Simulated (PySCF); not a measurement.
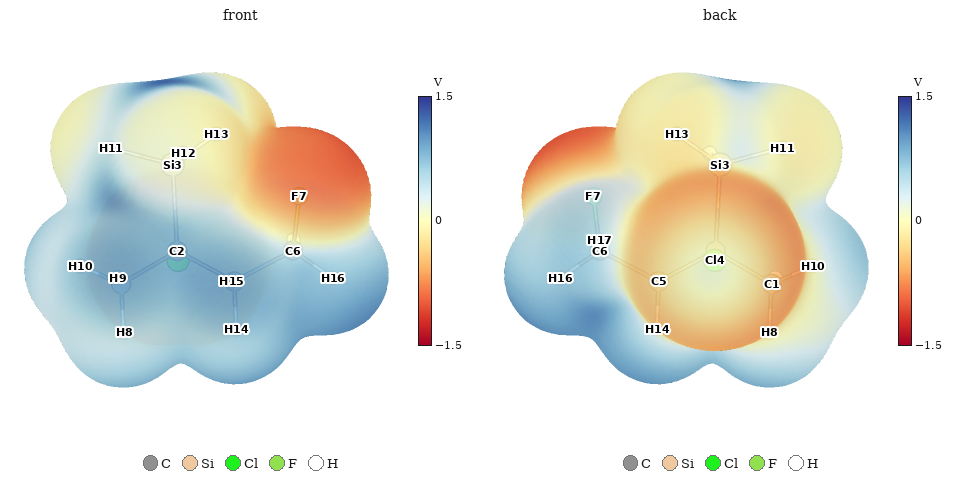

*C$_{4}$H$_{10}$ClFSi (SMILES C[C@]([SiH3])(Cl)CCF). The molecular electrostatic potential painted on the density surface at 0.002 e/bohr³, seen from the front and from behind; red is negative and blue positive.*

Geometry: GFN2-xTB.

All numbers below come from PBE0/pcSseg-1, SCF density, gas phase, non-relativistic in PySCF 2.14.0.

```yaml
atoms:
  - { symbol: C, position_ang: [-0.9164, -1.2380, -1.2308] }
  - { symbol: C, position_ang: [-0.2350, -0.0607, -0.5539] }
  - { symbol: Si, position_ang: [-1.4552, 0.9593, 0.5354] }
  - { symbol: Cl, position_ang: [0.2811, 1.0769, -1.8672] }
  - { symbol: C, position_ang: [1.0228, -0.5363, 0.1616] }
  - { symbol: C, position_ang: [1.7529, 0.5593, 0.9186] }
  - { symbol: F, position_ang: [1.0429, 0.9089, 2.0463] }
  - { symbol: H, position_ang: [-0.2221, -1.7740, -1.8781] }
  - { symbol: H, position_ang: [-1.2895, -1.9270, -0.4750] }
  - { symbol: H, position_ang: [-1.7568, -0.9017, -1.8330] }
  - { symbol: H, position_ang: [-2.6680, 1.0856, -0.2744] }
  - { symbol: H, position_ang: [-1.7202, 0.1884, 1.7471] }
  - { symbol: H, position_ang: [-0.8898, 2.2739, 0.7994] }
  - { symbol: H, position_ang: [1.7189, -0.9743, -0.5588] }
  - { symbol: H, position_ang: [0.7347, -1.3128, 0.8748] }
  - { symbol: H, position_ang: [2.7345, 0.2193, 1.2629] }
  - { symbol: H, position_ang: [1.8581, 1.4651, 0.3151] }
```

Which sites attract a positive test charge, and which a negative one?

Answer. A positive charge is drawn to the negative regions and a negative charge to the positive ones. The most negative region (about −1.0 V, or −23 kcal/mol for a unit charge) lies over F7, the most positive (about +1.1 V, or +25 kcal/mol for a unit charge) over Si3 and C6.

What dipole moment does the calculation give?

Answer. Its dipole moment is 2.01 D.
